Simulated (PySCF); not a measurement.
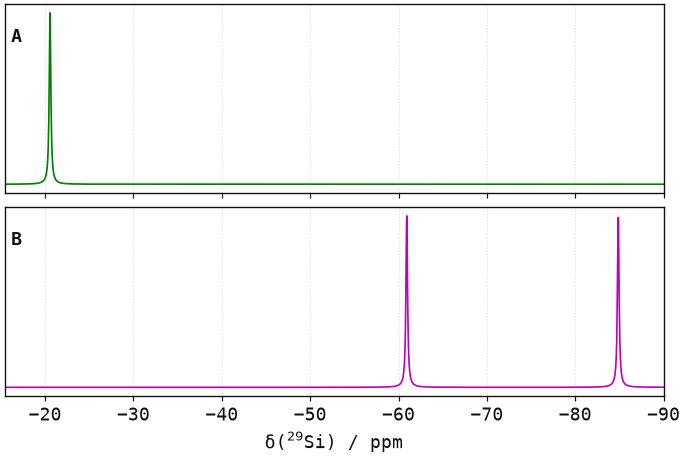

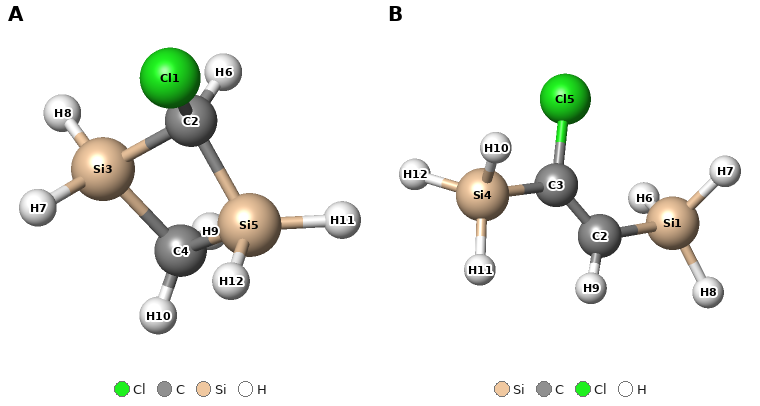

Related molecules: A is C₂H₇ClSi₂, SMILES ClC1[SiH2]C[SiH2]1; B is C₂H₇ClSi₂, SMILES [SiH3]/C=C(/[SiH3])Cl. GIAO ²⁹Si shifts against TMS, PBE0/pcSseg-1 with PySCF, at a PBE0-D3(BJ)/def2-SVP geometry (no frequency check); fully decoupled, line heights follow the number of nuclei within a panel, widths are arbitrary (no quadrupolar broadening); values of one conformer, averaged over methyl-type rotors and exact or near symmetry; other conformers aren't averaged in.

> Assign the ²⁹Si signals of each molecule.

A: −20.6 (Si3, Si5)
B: −60.9 (Si4); −84.9 (Si1)
